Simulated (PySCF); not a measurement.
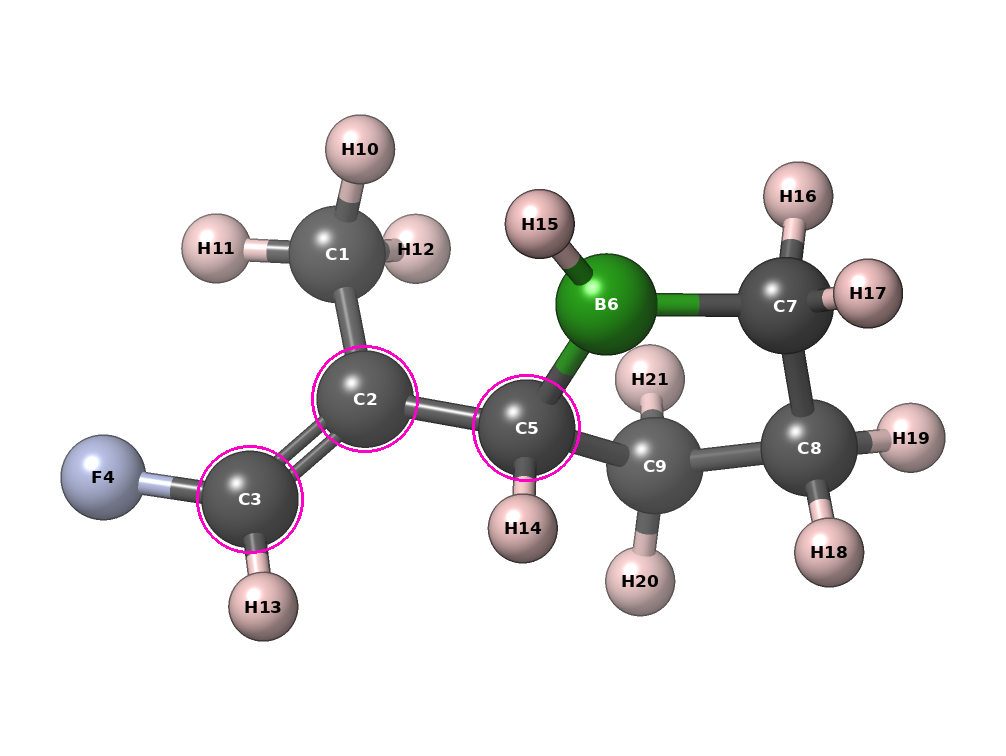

Atoms fade into the background with distance from the viewer. Circles mark the stereogenic atoms. The geometry was computed by an optimisation with PBE0-D3(BJ)/def2-SVP. No frequency run is at hand to confirm it as a minimum.

Question: Assign CIP descriptors.

Answer: C5: R (priorities C2 > C9 > B6 > H14); C2=C3: E.

Question: Give a SMILES with the stereochemistry.

Answer: C/C(=C\F)[C@@H]1BCCC1
